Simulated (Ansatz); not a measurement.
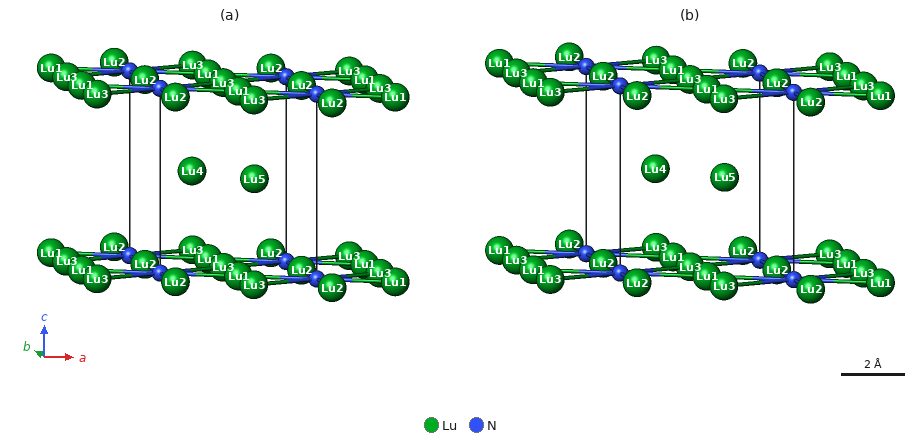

The structure of a crystal of Lu5N (a generated structure, set up in P6/mmm) (coarse preliminary run) before (left) and after (right) a relaxation, at one scale.

A ball-and-stick model of the cell of the calculation, seen slightly off an axis.

The calculation used Ansatz, DFT PBE, scalar-relativistic, plane waves, PAW.

The input:
```yaml
crystal:
  lattice:
    - [5.30770109, 0.0, 0.0]
    - [-2.65385055, 4.59660398, 0.0]
    - [0.0, 0.0, 5.9360585]
  atoms:
    - { symbol: Lu, position: [0.5, 0.0, 0.0] }
    - { symbol: Lu, position: [0.0, 0.5, 0.0] }
    - { symbol: Lu, position: [0.5, 0.5, 0.0] }
    - { symbol: Lu, position: [0.33333333, 0.66666667, 0.5] }
    - { symbol: Lu, position: [0.66666667, 0.33333333, 0.5] }
    - { symbol: "N", position: [0.0, 0.0, 0.0] }
basis:
  ecutwfc: 420
kpoints:
  mp_grid: { grid: [6, 6, 4] }
hamiltonian:
  xc: pbe
scf:
  occupations: { method: gaussian, width: 0.1 }
  lower_state_search: "off"
output:
  forces: true
  stress: true
  eigenvalues: true
relax:
  adjacent_minimum: "off"
  f_tol: 0.04
  max_steps: 70
  cell: { stress_tol: 0.4 }
```

Command:
```bash
ansatz run input.yaml --threads 1 --pin off --max-ram 2560MiB --backend cpu --events-out ev --progress --plain --runs-dir out
```

What changed between the two?

Answer. The atoms keep their places relative to the cell (all moves are under 0.005 Å). The volume changes by +24.3 %, with a = b 5.308 → 5.880 Å (+10.8 %), c 5.936 → 6.015 Å (+1.3 %). Some distances before and after: Lu4–Lu5 3.064 → 3.395 Å, Lu1–Lu2 2.654 → 2.940 Å, Lu1–N6 2.654 → 2.940 Å, Lu1–Lu4 3.340 → 3.453 Å. The space group stays P6/mmm (No. 191). The energy falls by 1.192 eV per cell of the calculation in 4 accepted moves (6 points after the start). All forces vanish by symmetry, so only the cell relaxes. Pressure: 10.26 GPa at the start and 0.05 GPa at the end. At 2 points the geometry stayed and the basis and grid were re-selected for the new cell (energy shift of 55.4 meV per cell of the calculation at most each time). Cost: 2.4 min on 1 thread of Arm Neoverse V2, with other jobs on the host, peak memory 0.56 GiB.

Limits of the set-up: layers or molecules are held without a dispersion correction, so their spacing is unreliable.
